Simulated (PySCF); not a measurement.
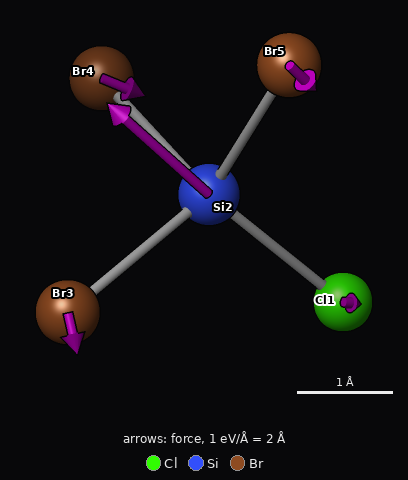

Starting geometry of SiBr$_{3}$Cl with the computed forces as purple arrows. The picture is a ball-and-stick view, seen from a free direction.

The start comes from GFN2-xTB. Its atoms were then displaced at random by about 0.01 Å.

All numbers below come from PBE0-D3(BJ)/def2-TZVP geometry optimisation, gas phase (PySCF 2.14.0, density-fitted response routines). 

What follows when this structure is relaxed?

Answer. It isn't relaxed: the largest force vector, on Si2, is 0.81 eV/Å. The final displacements follow the starting forces only in part (cosine between the two patterns 0.72). Si2 moves most after the best rigid fit: 0.068 Å. By element the largest moves are Si 0.068 Å, Br 0.057 Å, Cl 0.052 Å. Among the contacts that change: Cl1–Si2 2.011 → 2.028 Å, Si2–Br5 2.206 → 2.192 Å, Si2–Br4 2.203 → 2.192 Å. Bond angles that change, for instance: Br3–Si2–Br4 105.9° → 109.7°, Cl1–Si2–Br4 112.7° → 109.3°, Br3–Si2–Br5 106.6° → 109.7°. Over 4 geometry steps the energy falls by 0.043 eV. The run took 110 s on 1 thread of AMD EPYC 9R14, on a shared host.
